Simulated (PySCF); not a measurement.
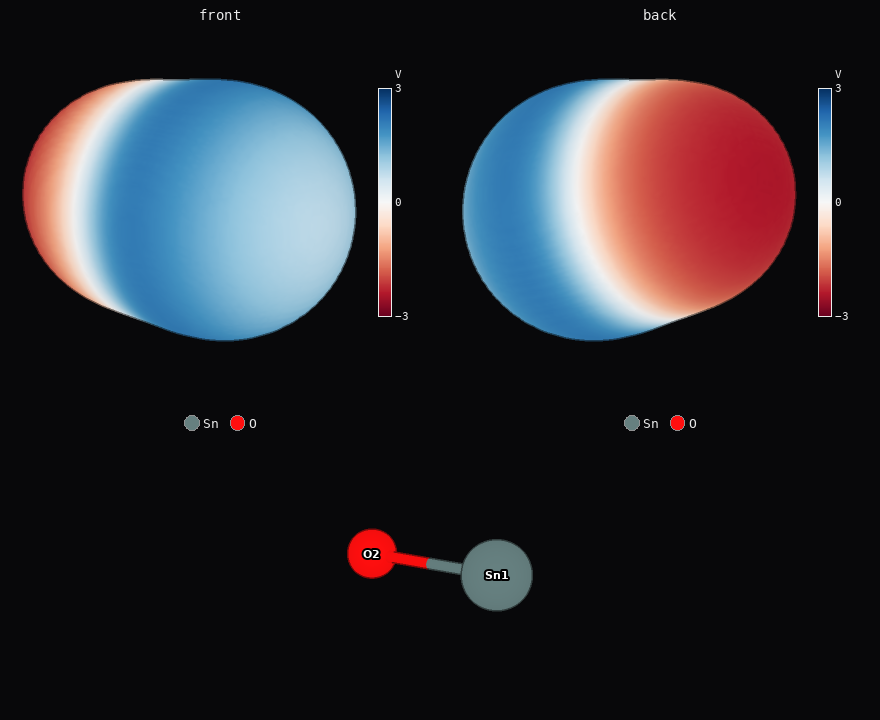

SnO. The electrostatic potential painted on the density surface at 0.002 e/bohr³, seen from the front and from behind; the colour scale runs from red (negative) to blue (positive). The bare structure is drawn below in the same view.

Core potentials replace the inner electrons of Sn.

Computed with PySCF, PBE0/def2-TZVPPD, non-relativistic Hamiltonian with scalar-relativistic core potentials where named, at a bond length of 1.824 Å.

```xyz
2

Sn    0.0000    0.0000   -0.2147
O     0.0000    0.0000    1.6093
```

Q: Describe the electrostatic potential map.

A: The most negative region (about −2.4 V, or −55 kcal/mol for a unit charge) lies over O2, the most positive (about +2.1 V, or +48 kcal/mol for a unit charge) over Sn1. O2 is the likeliest acceptor of a hydrogen bond.
